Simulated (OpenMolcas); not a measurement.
**Predicting a hybrid from its neighbours: InSiNH6**

InSiNH6 has 9 atoms, charge 0, and is taken as a singlet. As SMILES, `N[SiH2][InH2]`. The coordinates come from a PBE0-D4/def2-TZVP relaxation. This is one conformer, not always the lowest.

The HOMO–LUMO gap y, in eV, basis def2-SVP with a core potential; a is the functional's share of exact exchange. Programs: OpenMolcas 26.06.

| functional | program | a | y (eV) |
| --- | --- | --- | --- |
| r2SCAN | OpenMolcas | 0 | 3.48 |
| TPSS | OpenMolcas | 0 | 3.22 |
| B3LYP | OpenMolcas | 0.2 | 4.44 |
| PBE0 | OpenMolcas | 0.25 | ? |
| BHLYP | OpenMolcas | 0.5 | 6.63 |

Task: Fit y = c + s·a to the known rows and predict PBE0.

Result: 
1. Means of the 4 rows: a = 0.1750, y = 4.442.
2. Σ(Δa)² = 0.1675, Σ(Δa·Δy) = 1.0933, so the slope is 1.0933/0.1675 = 6.5272.
3. Intercept: 4.442 − (6.5272) × 0.1750 = 3.300. The largest residual of the fit is 0.18.
4. PBE0: 3.300 + (6.5272) × 0.25 = 4.93 eV.

The run gave 4.92 eV, so the prediction is off by +0.01 eV, within the largest residual. Exact exchange lowers occupied levels and raises empty ones. The rows mix families of semi-local functionals, which the line can't see.

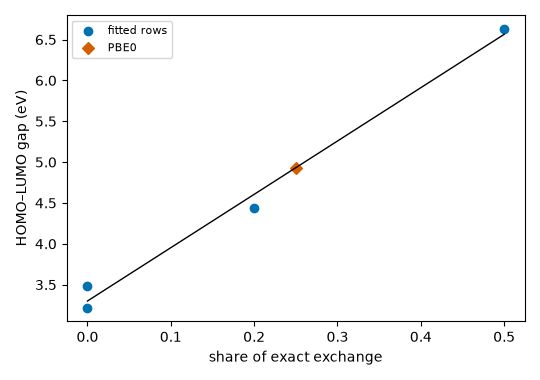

The fitted line, with the withheld row.
